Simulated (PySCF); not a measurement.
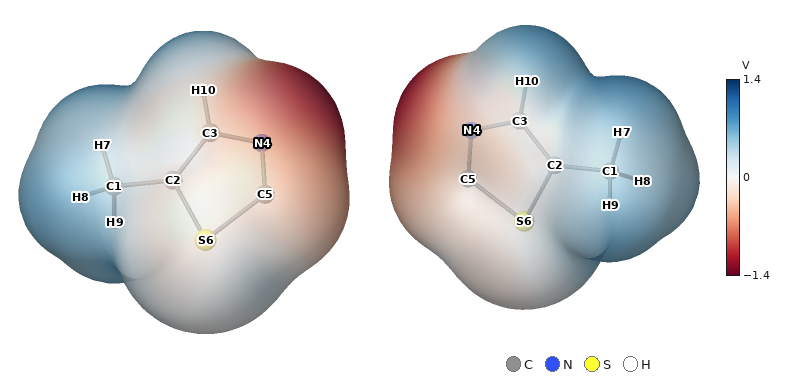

Figure. C$_{4}$H$_{4}$NS, doublet, SMILES `Cc1cn[c]s1`. Electrostatic potential on the surface of electron density 0.001 a.u. (back view left, front view right).

Level of theory: B3LYP/6-31G* (PySCF), at a geometry from GFN2-xTB. No frequency check shows the geometry to be a minimum. The stability of the open-shell solution wasn't checked. GFN2-xTB bond lengths at metals and heavier atoms can be off by up to 0.1 Å and shapes distorted, which carries into these values. GFN2-xTB doesn't know the spin state, so this open-shell geometry is rough.

The calculation's input:

```python
import numpy as np
from pyscf import gto, scf, dft
from pyscf.scf import atom_ks, atom_hf
from scipy.linalg import block_diag

def solve(mol, dm0=None, hcore=None):
    mf = (dft.UKS if mol.spin else dft.RKS)(mol, xc='b3lyp')
    mf.grids.level = 3
    mf = mf.density_fit(auxbasis='def2-universal-jkfit')
    mf.conv_tol, mf.max_cycle = 1e-8, 80
    if hcore is not None:
        mf.get_hcore = lambda *args: hcore
    mf.kernel(dm0)
    if not mf.converged:
        mf = mf.newton().run(mf.mo_coeff, mf.mo_occ, max_cycle=30)
    assert mf.converged, 'SCF not converged'
    return mf

mol = gto.M(atom='''
C      2.19099     0.09050    -0.00050
C      0.71443     0.22076    -0.00005
C     -0.05658     1.34046     0.00014
N     -1.39769     1.08465     0.00001
C     -1.67294    -0.13631    -0.00016
S     -0.32916    -1.20078     0.00003
H      2.64779     1.07769     0.00471
H      2.52937    -0.44930    -0.88267
H      2.52866    -0.45861     0.88011
H      0.28909     2.35774     0.00068
''', basis='6-31g*', charge=0, spin=1, verbose=4)
mf = solve(mol)
mf.analyze()
# spherically averaged free atoms, for the promolecule
atm = atom_ks.get_atm_nrks(mol, xc='b3lyp')
pro = block_diag(*[(atm[a[0]][2] * atm[a[0]][3]) @ atm[a[0]][2].T for a in mol._atom])
np.savez('result.npz', e=mf.e_tot, c=mf.mo_coeff, occ=mf.mo_occ, eps=mf.mo_energy, pro=pro, dip=mf.dip_moment(verbose=0), s2=mf.spin_square()[0])
```

Run with:

```sh
OMP_NUM_THREADS=1 python input.py
```

The run took 20 s on 1 thread of Intel(R) Xeon(R) Platinum 8375C CPU @ 2.90GHz (Ice Lake), on a shared host, peak memory 0.45 GiB.

Partitions, critical points and surface values were worked out afterwards from this run's density.

### Where are the extremes of the potential on the surface?

Highest: 0.88 V, 1.3 Å from H7. Further maxima include 0.76 V, 1.3 Å from H9, and at like points elsewhere. Lowest: −1.30 V, 1.9 Å from N4. Further minima include −0.25 V, 2.2 Å from S6, and at like points elsewhere; 0.44 V, near H8 (1.71 Å), H9 (1.79 Å) and C1 (1.91 Å). The surface is sampled at points, so like sites can differ by a few per cent and only the strongest of them is named.

### What volume does the surface enclose, and what is the dipole moment?

About 119 Å³; the dipole moment is 2.7 D.
